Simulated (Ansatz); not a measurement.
# Field-gradient calculation, with input and output: MnZn26S27 (charge +1) (part 4 of 4)

The same run, continued: MnZn26S27 (defect cell, 54 atoms in the cell, total charge +1); DFT, PBE, plane waves, PAW, Ueff = 6 eV on Mn d, spin-polarised (Ansatz 0.2.0); cutoff 420 eV, 2×2×2 k-mesh, Fermi–Dirac smearing of 0.01 eV, collinear spins. The structure derives from an entry of the Crystallography Open Database.

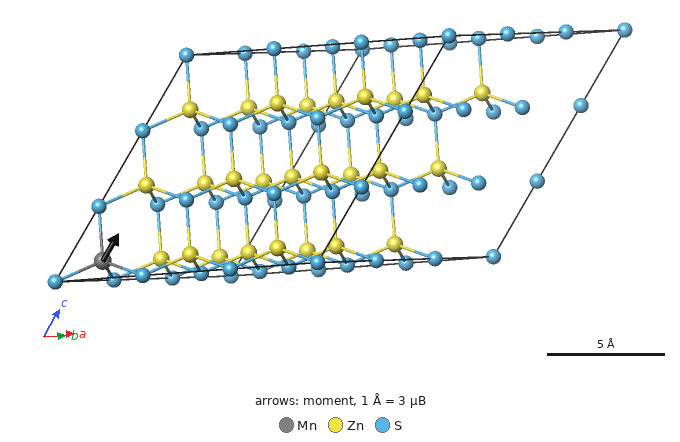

**Figure 1.** Magnetic moments of the sites as black arrows (ball-and-stick view of the cell of the calculation, seen at an oblique angle); small moments hardly show. The run is collinear, so the axis drawn is arbitrary. Site moments: Mn1 (4.23 μB). They are counted near the atoms and needn't add up to the moment of the cell. Atoms are counted from 1 in the order of the input.

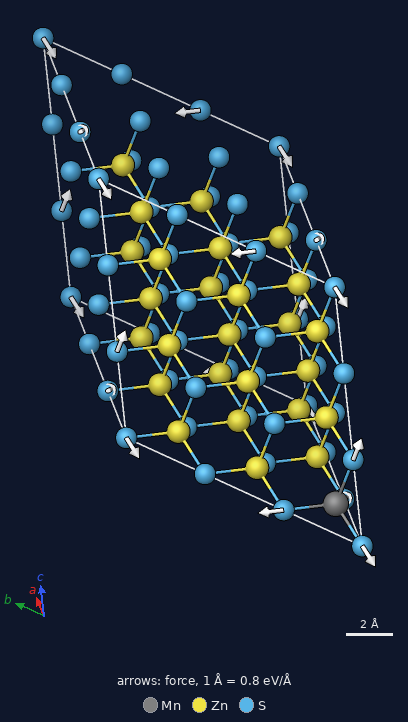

**Figure 2.** Forces on the atoms as white arrows (ball-and-stick view of the cell of the calculation, seen at an oblique angle); the smallest are left out. The largest act on S28, S29, S31, S37 (0.96 eV/Å). Atoms are counted from 1 in the order of the input and aren't labelled in the picture. The geometry is not a stationary point of this energy.

Key numbers:

- outcome: converged
- electrons treated: 488
- free energy: −114597.3778 eV
- Fermi energy: 5.698 eV
- net moment of the cell: 4.75 μB
- integrated absolute moment: 5.16 μB
- pressure: 1.98 GPa
- field gradient V_zz (10²¹ V/m²): Mn 0.0000, Zn 0.18, Zn 0.18, Zn 0.18, Zn −0.0404, Zn 0.18, Zn 0.18, Zn 0.18 (the first 8 of 54 sites)
- largest force (length of the vector): 0.959 eV/Å
- wall time: 1.9 min (CPU time 7.4 min)
- peak memory: 6.1 GiB

Notes:

Settings chosen away from the usual ones: hamiltonian.hubbard = {"sites": [{"species": "Mn", "l": "d", "u_eff": 6.0}], "double_counting": "fll"}, scf.algorithm = "density_mixing". The cell is charged and computed with a neutralising background, so its energy and pressure depend on the cell and aren't those of a real crystal.
